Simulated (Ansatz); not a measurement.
# LuHf4O: the cost of one run

Method: DFT PBE, scalar-relativistic, plane waves, PAW, in Ansatz 0.2.0.

## 1. The system as given

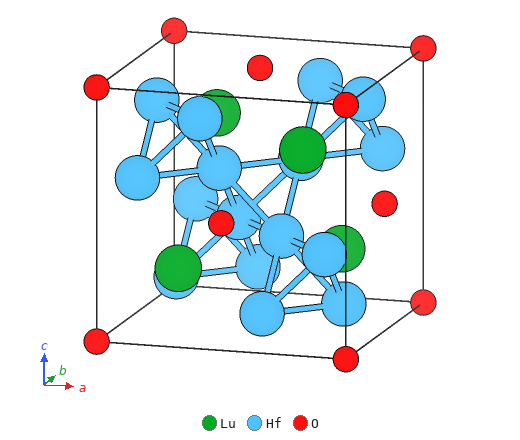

Start, viewed slightly off an axis; lutetium green, hafnium blue, oxygen red. Atoms on the faces are drawn again on the opposite ones. The cell drawn here is the conventional one.

Coordinates:

```cif
data_structure
_symmetry_space_group_name_H-M 'F-43m'
_symmetry_Int_Tables_number 216
_cell_length_a 7.7478
_cell_length_b 7.7478
_cell_length_c 7.7478
_cell_angle_alpha 90.000
_cell_angle_beta 90.000
_cell_angle_gamma 90.000
_cell_volume 465.08
loop_
_atom_site_label
_atom_site_type_symbol
_atom_site_symmetry_multiplicity
_atom_site_Wyckoff_symbol
_atom_site_fract_x
_atom_site_fract_y
_atom_site_fract_z
_atom_site_occupancy
Lu1 Lu 4 c 0.25000 0.25000 0.25000 1
Hf1 Hf 16 e 0.87503 0.37503 0.12497 1
O1 O 4 a 0.00000 0.00000 0.00000 1
```

A structure generator made this guess: species swapped into a database cell of GdDyAl4 (F-43m, No. 216), with O on the Gd sites, Lu on the Dy sites and Hf on the Al sites. Its size is a rough estimate.

## 2. The guess as it stands, on a coarse mesh

File input.yaml:

```yaml
crystal:
  lattice:
    - [0.0, 3.87388637, 3.87388637]
    - [3.87388637, 0.0, 3.87388637]
    - [3.87388637, 3.87388637, 0.0]
  atoms:
    - { symbol: Lu, position: [0.75, 0.75, 0.75] }
    - { symbol: Hf, position: [0.87490872, 0.37503043, 0.37503043] }
    - { symbol: Hf, position: [0.37503043, 0.37503043, 0.37503043] }
    - { symbol: Hf, position: [0.37503043, 0.87490872, 0.37503043] }
    - { symbol: Hf, position: [0.37503043, 0.37503043, 0.87490872] }
    - { symbol: O, position: [0.0, 0.0, 0.0] }
basis:
  ecutwfc: 420
kpoints:
  mp_grid: { grid: [4, 4, 4] }
hamiltonian:
  xc: pbe
scf:
  occupations: { method: gaussian, width: 0.1 }
  lower_state_search: "off"
output:
  forces: true
  stress: true
  eigenvalues: true
```

On the command line:

```sh
ansatz run input.yaml --threads 1 --pin off --max-ram 2560MiB --backend cpu --events-out ev --progress --plain --runs-dir out
```

What time and memory should one allow on 1 thread of AMD EPYC 9R45 (Zen 5), shared host?

About 2.8 s, with a peak of 0.46 GiB.
